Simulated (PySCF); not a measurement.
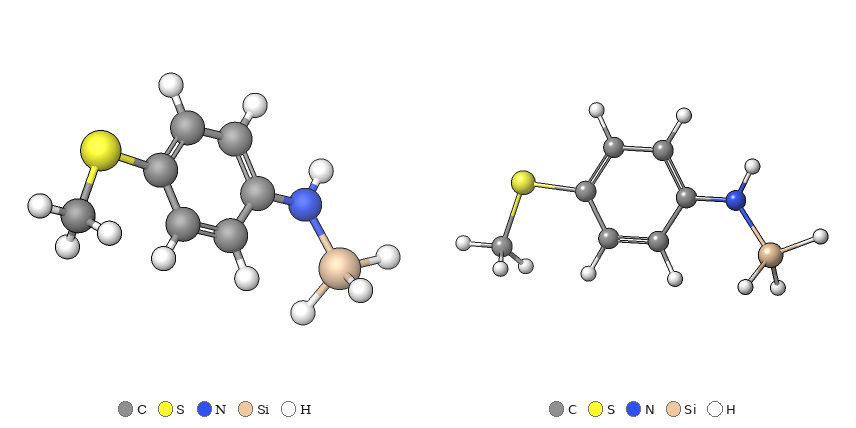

Both panels show the same species.

> Give the formula.

C7H11NSSi, 21 atoms: 7 carbon, 11 hydrogen, 1 nitrogen, 1 sulfur and 1 silicon.

> Name some functional groups or characteristic bonds that it holds.

Among them: thioether, Si–H bond, Si–N bond.

> Describe its rings.

Independent rings (smallest set): 1 of 6 members, 1 of them aromatic.

The parts below concern this one geometry. Atoms keep their numbers from picture to picture. The geometry was computed by an optimisation with PBE0-D3(BJ)/def2-SVP. No frequency run is at hand to confirm it as a minimum.

### Shape

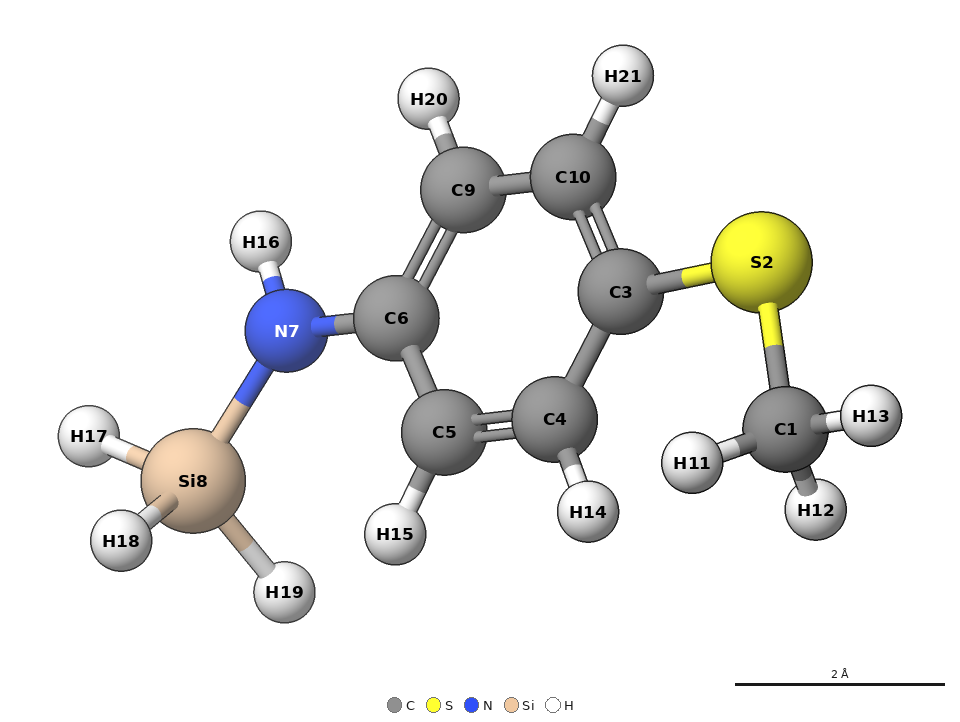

No frequency run is at hand to confirm it as a minimum.

> How are the neighbours of atom 4 arranged?

C4 has 3 neighbours (C3 at 1.40, C5 at 1.39, H14 at 1.09 Å); the arrangement is trigonal planar.

> How are the neighbours of atom 3 arranged?

C3 has 3 neighbours (S2 at 1.77, C4 at 1.40, C10 at 1.40 Å); the arrangement is trigonal planar.

> Describe the coordination of atom 1.

C1 has 4 neighbours (S2 at 1.80, H11 at 1.10, H12 at 1.10, H13 at 1.10 Å); the arrangement is tetrahedral.

> Describe the coordination of atom 7.

N7 has 3 neighbours (C6 at 1.39, Si8 at 1.74, H16 at 1.01 Å); the arrangement is trigonal planar.

> What is the dihedral angle C4–C5–C6–N7?

180° in size, that is anti.

### NMR shielding

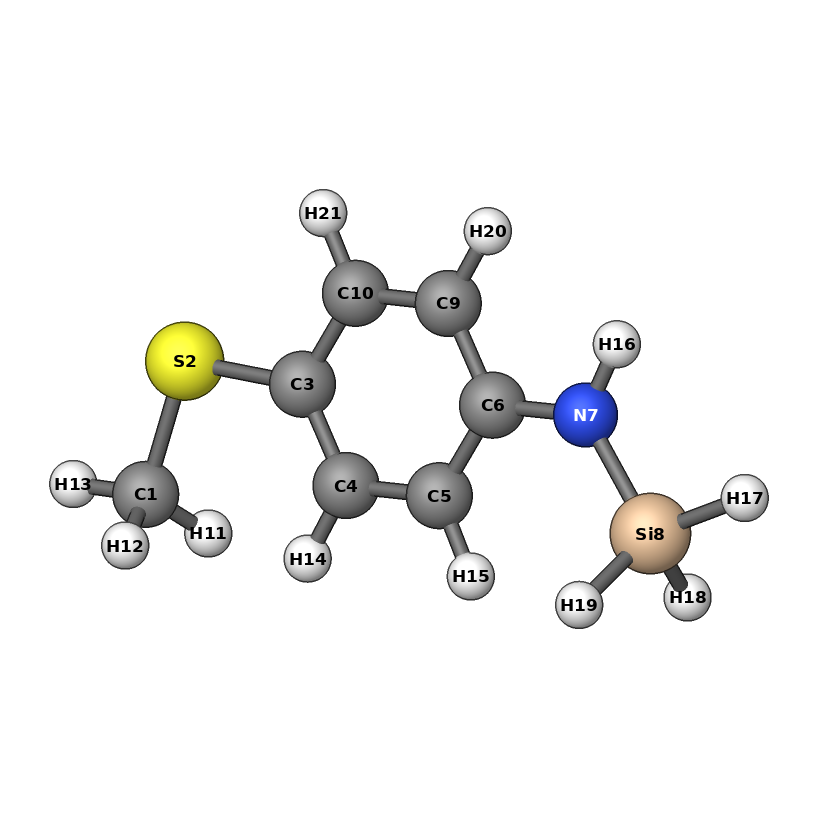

No frequency run is at hand to confirm it as a minimum. Method: GIAO PBE0/pcSseg-1 NMR shielding, non-relativistic, IEF-PCM water (PySCF 2.14.0). Principal shieldings σ11 ≤ σ22 ≤ σ33, span Ω = σ33 − σ11, skew κ = 3(σiso − σ22)/Ω.

Give the shielding tensors of the C atoms.

```
atom    σ11    σ22    σ33   σiso      Ω     κ
  C1  160.9  162.0  182.1  168.4   21.2  0.90
  C3  −35.4   38.3  154.0   52.3  189.4  0.22
  C4  −47.5   41.5  177.0   57.0  224.5  0.21
  C5  −23.6   57.4  168.3   67.4  191.9  0.16
  C6  −50.5    7.7  149.5   35.6  200.0  0.42
  C9  −26.8   57.0  158.0   62.7  184.8  0.09
 C10  −50.9   45.2  162.6   52.3  213.5  0.10
```

Shieldings and span in ppm.

### Electronic properties

No frequency run is at hand to confirm it as a minimum. Level of theory: PBE0/pcSseg-1 in water (IEF-PCM) (PySCF 2.14.0).

> Give the dipole moment at this level.

1.95 D.

> What is the HOMO energy (Kohn–Sham orbital)?

−5.57 eV.

> What is the LUMO energy (Kohn–Sham orbital)?

−0.37 eV.

### Ring current

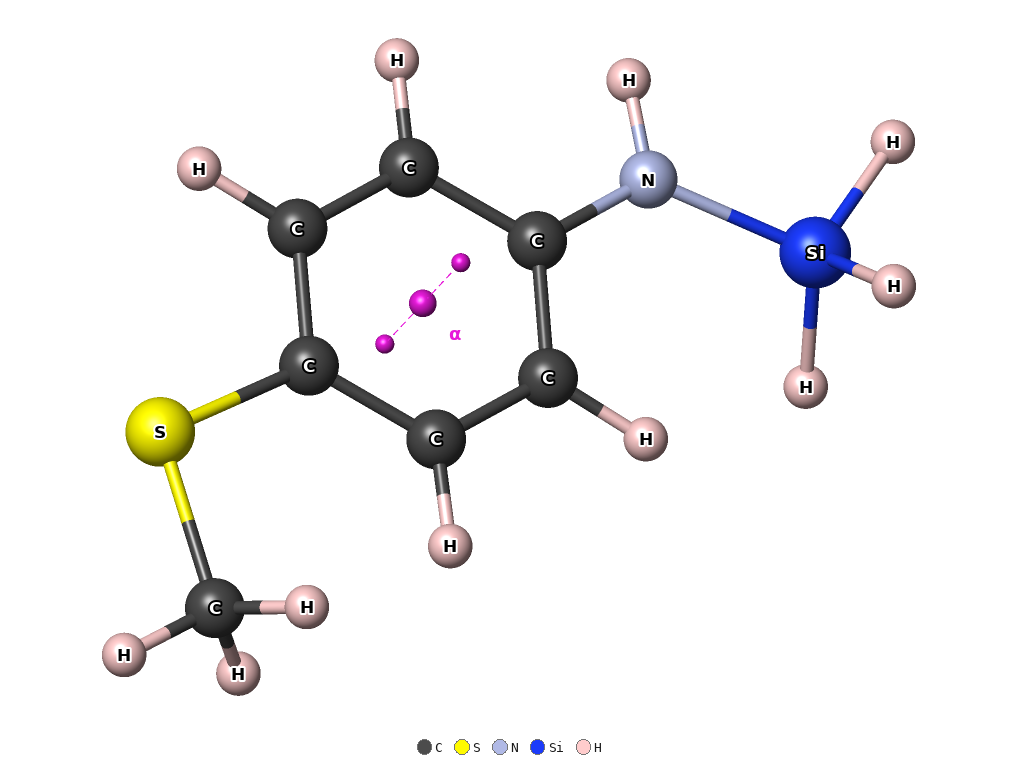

The small points mark where nucleus-independent chemical shifts (NICS) were computed: at the centre of each lettered ring and 1 Å above and below it. No frequency run is at hand to confirm it as a minimum. Properties computed with GIAO PBE0/pcSseg-1 NMR shielding, non-relativistic, IEF-PCM methanol (PySCF 2.14.0).

Give NICS(0), NICS(1) and the out-of-plane component NICS(1)zz for each ring (means of the two sides).

| ring | members | NICS(0) | NICS(1) | NICS(1)zz |
| --- | --- | --- | --- | --- |
| α | C6 | −8.1 | −10.1 | −23.6 |

Values in ppm.

> What do the values say about the ring currents?

Ring α: diatropic, as in an aromatic ring. NICS is one index among several.
